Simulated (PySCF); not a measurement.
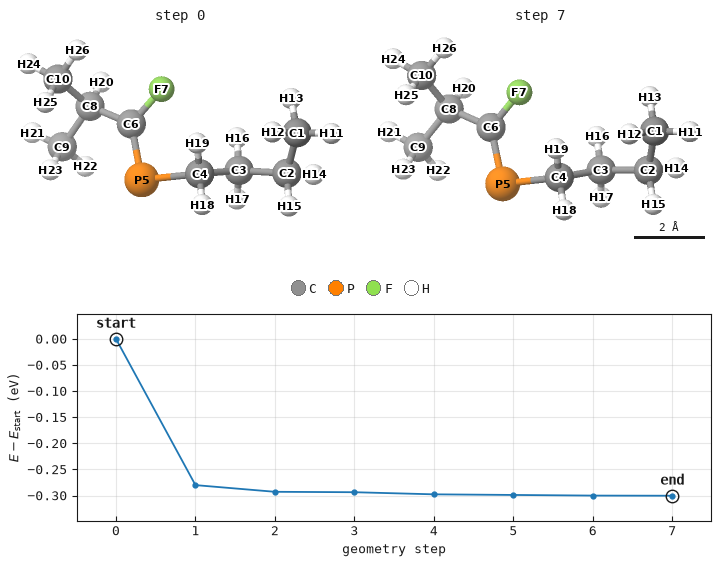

First and last geometry of a relaxation of C$_{8}$H$_{16}$FP, with the history of the run. Style: ball-and-stick. Shown at a tilt.

The start comes from GFN2-xTB. Its atoms were then displaced at random by about 0.01 Å.

Level of theory: PBE0-D3(BJ)/def2-SVP geometry optimisation, gas phase in PySCF. 

**What do the curves and the structures tell?**

It converged. The largest move after the best rigid fit is that of H22, 0.27 Å. Largest moves by element: H 0.27 Å, C 0.16 Å, P 0.14 Å, F 0.11 Å. Among the contacts that change: C9–H23 1.048 → 1.102 Å, C1–H11 1.060 → 1.101 Å, C4–P5 1.903 → 1.862 Å, C1–H13 1.135 → 1.102 Å. Bond angles that change, for instance: C6–C8–H20 110.1° → 105.2°, C3–C4–P5 109.2° → 113.6°, H16–C3–H17 109.8° → 106.0°. Over 7 geometry steps the energy falls by 0.300 eV.
